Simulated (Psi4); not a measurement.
# wB97X-D/def2-SVP (sweep point 3) run of SiH2S2 (SMILES S[Si]S)

What is the vertical electron affinity of SiH2S2 at wB97X-D/def2-SVP (sweep point 3)? 

The calculation is run with Psi4 1.11.

4 further runs of the same task are left out: 4 set aside as unsound or not needed.

## (1) The structure to begin with

SiH2S2: 5 atoms, total charge 0, spin state singlet. As SMILES, `S[Si]S`. The coordinates come from a PBE0-D4/def2-TZVP relaxation. This is one conformer, not always the lowest.

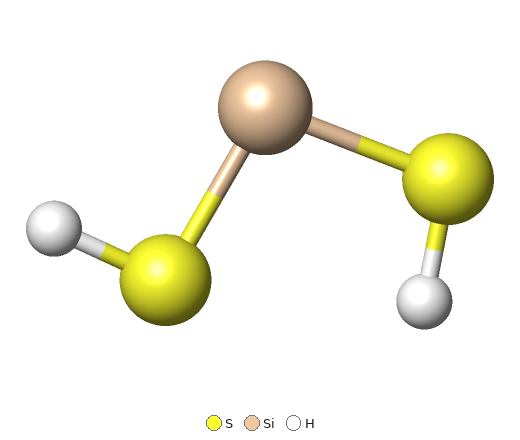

The structure, seen from a chosen angle (sulfur yellow, silicon light orange, hydrogen white).

## (2) A single-point energy at wB97X-D/def2-SVP (sweep point 3)

The input, job.dat:

```
memory 1600 MB

molecule system {
  S     -1.21074753    -1.93470161    -1.02271978
  Si    -1.23814856     1.83095564     0.44937687
  S      2.69569432     2.11139100     1.38743692
  H     -3.69384766    -1.96947257    -1.55921303
  H      3.54153573    -0.17744528     0.66688435
  units bohr
  symmetry c1
}

set globals {
  puream               true
  scf_type             pk
  dft_radial_points    35
  dft_spherical_points 110
}

e_tot, wfn = energy('wb97x-d/def2-SVP', return_wfn=True)
print_variables()
```

Run with:

```
$ psi4 job.dat job.out -n 1
```

job.out:

```text
[...]
  Running in c1 symmetry.
[...]
  Nuclear repulsion =  175.698373813974484
[...]
  Multiplicity = 1
[...]
  Nalpha       = 24
  Nbeta        = 24
[...]
    Number of basis functions: 64
[...]
   @RKS iter   1: -1086.71424784498822   -3.73213e-01   4.30514e-03 ADIIS/DIIS
[...]
   @RKS iter   8: -1086.76123839372940   -2.89635e-08   6.31091e-07 DIIS
[...]
    Orbital Energies [Eh]
    ---------------------
    Doubly Occupied:
       1A    -89.014345     2A    -89.008584     3A    -66.295026
       4A     -8.071741     5A     -8.066008     6A     -6.023884
       7A     -6.020053     8A     -6.018443     9A     -6.016998
      10A     -6.013976    11A     -6.011285    12A     -5.433270
      13A     -3.782813    14A     -3.780009    15A     -3.776644
      16A     -0.860794    17A     -0.825438    18A     -0.582214
      19A     -0.524472    20A     -0.466566    21A     -0.402166
      22A     -0.393073    23A     -0.347525    24A     -0.326682
[...]
  @RKS Final Energy: -1086.76123839372940
   => Energetics <=
    Nuclear Repulsion Energy =            175.6983738139744844
    One-Electron Energy =               -1852.2473045257979720
    Two-Electron Energy =                 642.9441218002723417
    DFT Exchange-Correlation Energy =     -53.1557036405844627
    Empirical Dispersion Energy =          -0.0007258415937361
    VV10 Nonlocal Energy =                  0.0000000000000000
    Total Energy =                      -1086.7612383937293998
[...]
 Multipole Moments:
 ------------------------------------------------------------------------------------
     Multipole            Electronic (a.u.)      Nuclear  (a.u.)        Total (a.u.)
 ------------------------------------------------------------------------------------
 L = 1.  Multiply by 2.5417464519 to convert [e a0] to [Debye]
 Dipole X            :         -0.1100225           -0.2084042           -0.3184267
 Dipole Y            :          1.2871594           -1.6423088           -0.3551495
 Dipole Z            :          0.4821639           -0.6886525           -0.2064886
 Magnitude           :                                                    0.5197733
[...]
```

It took 3.3 s on 1 thread of Intel Xeon Platinum 8259CL at 2.50GHz (Skylake/Cascade Lake), shared host; peak memory 0.27 GiB.

## (3) The doublet anion

The input, h2s2si.dat:

```
memory 1.6 GB

molecule mol {
  -1 2
  S     -1.21074753    -1.93470161    -1.02271978
  Si    -1.23814856     1.83095564     0.44937687
  S      2.69569432     2.11139100     1.38743692
  H     -3.69384766    -1.96947257    -1.55921303
  H      3.54153573    -0.17744528     0.66688435
  units au
  symmetry c1
}

set globals {
  reference            uks
  puream               true
  scf_type             pk
  dft_radial_points    35
  dft_spherical_points 110
  maxiter              150
}

e, wfn = energy('wb97x-d/def2-SVP', return_wfn=True)
```

Run with:

```
$ psi4 -n 1 h2s2si.dat h2s2si.out
```

h2s2si.out:

```text
[...]
  Running in c1 symmetry.
[...]
  Nuclear repulsion =  175.698373813974484
[...]
  Multiplicity = 2
[...]
  Nalpha       = 25
  Nbeta        = 24
[...]
    Number of basis functions: 64
[...]
   @UKS iter   1: -1086.67266782277034   -3.31633e-01   5.64936e-03 ADIIS/DIIS
[...]
   @UKS iter   9: -1086.76561322635325   -1.94184e-08   4.13688e-07 DIIS
[...]
   @S^2 Observed:                7.548141395E-01
[...]
    Orbital Energies [Eh]
    ---------------------
    Alpha Occupied:
       1A    -88.796090     2A    -88.790008     3A    -66.024818
       4A     -7.853536     5A     -7.847558     6A     -5.806679
       7A     -5.801928     8A     -5.800926     9A     -5.798393
      10A     -5.795713    11A     -5.792417    12A     -5.165625
      13A     -3.514192    14A     -3.513885    15A     -3.510970
      16A     -0.646309    17A     -0.614554    18A     -0.366611
      19A     -0.318458    20A     -0.260122    21A     -0.192642
      22A     -0.188449    23A     -0.146939    24A     -0.106100
      25A      0.010056
    Alpha Virtual:
[...]
  @UKS Final Energy: -1086.76561322635325
   => Energetics <=
    Nuclear Repulsion Energy =            175.6983738139744844
    One-Electron Energy =               -1863.0946015055501448
    Two-Electron Energy =                 653.9416756112530038
    DFT Exchange-Correlation Energy =     -53.3103353044368760
    Empirical Dispersion Energy =          -0.0007258415937361
    VV10 Nonlocal Energy =                  0.0000000000000000
    Total Energy =                      -1086.7656132263532527
[...]
 Multipole Moments:
 ------------------------------------------------------------------------------------
     Multipole            Electronic (a.u.)      Nuclear  (a.u.)        Total (a.u.)
 ------------------------------------------------------------------------------------
 L = 1.  Multiply by 2.5417464519 to convert [e a0] to [Debye]
 Dipole X            :          0.6285654           -0.2084042            0.4201611
 Dipole Y            :          0.7307075           -1.6423088           -0.9116013
 Dipole Z            :          0.4192531           -0.6886525           -0.2693994
 Magnitude           :                                                    1.0392922
[...]
```

Wall time 3.9 s (1 thread of Intel Xeon Platinum 8259CL at 2.50GHz (Skylake/Cascade Lake), shared host); peak memory 0.27 GiB.

## (4) What came out

At wB97X-D/def2-SVP (sweep point 3):

```
                                         quantity           value
                     singlet SiH2S2: total energy  -1086.76124 Eh
                    singlet SiH2S2: dipole moment          1.32 D
                      singlet SiH2S2: HOMO energy        -8.89 eV
                      singlet SiH2S2: LUMO energy        -0.42 eV
                    singlet SiH2S2: HOMO–LUMO gap         8.47 eV
                singlet SiH2S2: dispersion energy    -1.91 kJ/mol
                      doublet anion: total energy  -1086.76561 Eh
doublet anion: HOMO energy (highest over α and β)         0.27 eV
 doublet anion: LUMO energy (lowest over α and β)         6.39 eV
                 doublet anion: dispersion energy    -1.91 kJ/mol
                              doublet anion: ⟨S²⟩           0.755
vertical electron affinity (to the doublet anion)        0.119 eV
```

What this shows: At fixed nuclei the extra electron is bound by 0.12 eV (11.5 kJ/mol). The basis has no diffuse functions, so the error can be as large as this value. The HOMO (doublet anion) lies at positive energy, 0.27 eV; only total energies tell whether the electron is bound.
